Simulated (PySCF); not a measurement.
Input

```
{"job": {"kind": "uv", "xc": "PBE0", "basis": "def2-SVPD", "nstates": 8, "ntriplets": 3}, "charge": 0, "multiplicity": 1}
F      2.744374    -1.124261    -0.331329
Si     2.128305     0.162345     0.422172
C      0.306089     0.225335     0.022023
C     -0.351684    -0.212370    -1.292834
C     -1.524414    -0.819054    -0.499707
C     -0.878018    -0.345917     0.791679
C     -0.665664     1.126048     0.737528
H      2.866640     1.291377    -0.127454
H      2.364203    -0.083127     1.838332
H      0.229905    -0.954641    -1.834656
H     -0.607559     0.602292    -1.970860
H     -2.510398    -0.399941    -0.704949
H     -1.575468    -1.902456    -0.580941
H     -0.885708    -0.897587     1.718149
H     -1.340042     1.742873     0.159925
H     -0.308161     1.598029     1.641512
```

Command:

```sh
OMP_NUM_THREADS=1 python probes_run.py task.json out
```

Geometry: GFN2-xTB.

Level of theory: PBE0/def2-SVPD, SCF density, gas phase (PySCF 2.14.0).

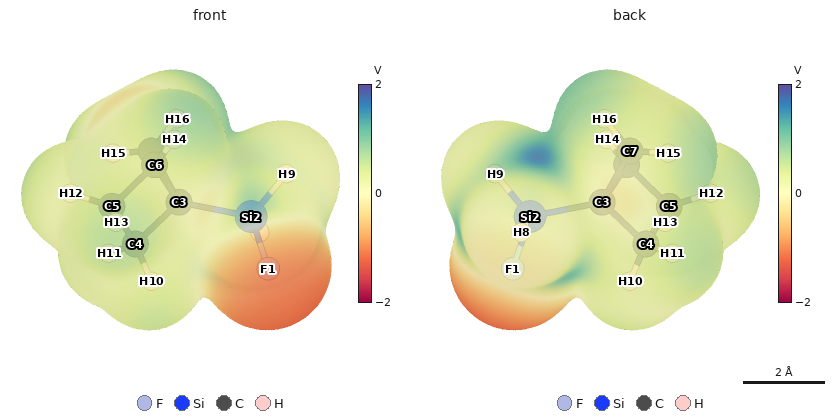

C$_{5}$H$_{9}$FSi. The electrostatic potential painted on the density surface at 0.002 e/bohr³, seen from the front and from behind; the colour scale runs from red (negative) to blue (positive).

Where is the surface potential most negative and most positive?

The most negative region (about −1.2 V) lies over F1, the most positive (about +1.5 V) over Si2.

How polar is the molecule by this calculation?

Its dipole moment is 1.96 D.
